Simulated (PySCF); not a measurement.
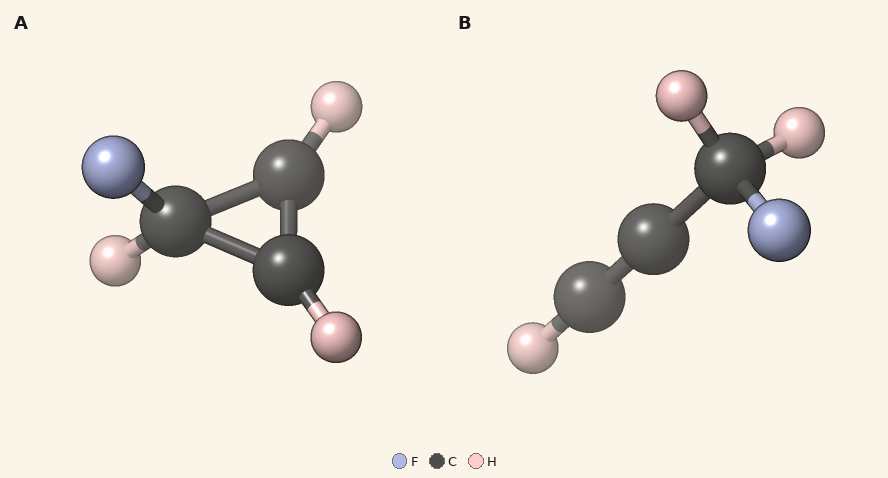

Distant atoms are faded towards the background colour. Computed geometry: PBE0-D3(BJ)/def2-SVP optimisation. No frequency run is at hand to confirm it as a minimum.

How are A and B related: the same structure turned, mirror images, conformers, diastereomers or constitutional isomers?

They are constitutional isomers of C3H3F: A is FC1C=C1, B is C#CCF
